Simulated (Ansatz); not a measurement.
**TiS2, response to strain**

The reference is TiS2 in the CdI2 type structure (space group P-3m1, No. 164; layered, stacked along the Cartesian z axis; relaxed with 0.1 eV smearing).

```xyz
3
Lattice="3.3594 0.0000 0.0000 -1.6797 2.9093 0.0000 0.0000 0.0000 5.5200" Properties=species:S:1:pos:R:3 pbc="T T T"
Ti     0.0000     0.0000     0.0000
S      0.0000     1.9396     1.4290
S      1.6797     0.9698     4.0910
```

Cartesian axes are those of the cell as printed.

Strains are applied to the cell and any free atomic positions relax; under biaxial strain the out-of-plane vector relaxes too.

Computed with PBE-D3(BJ) (Ansatz, a first-principles code; PAW; 420 eV plane waves; no spin-orbit coupling).

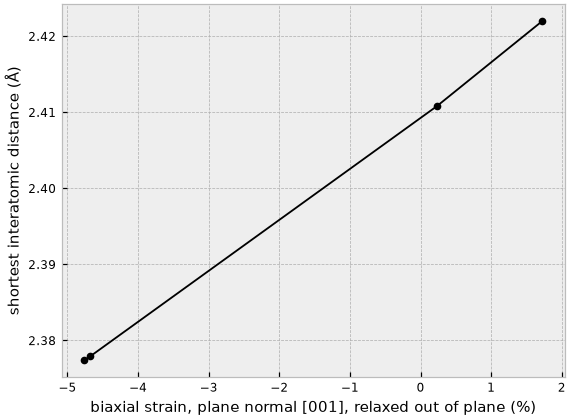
*Shortest interatomic distance against biaxial strain, plane normal [001], relaxed out of plane*

```csv
"biaxial strain, plane normal [001], relaxed out of plane (%)",shortest interatomic distance
-4.76,2.377 Å
-4.68,2.378 Å
0.23,2.411 Å
1.72,2.422 Å
```

Stability against distortions was not tested. All final runs are without spin polarisation.
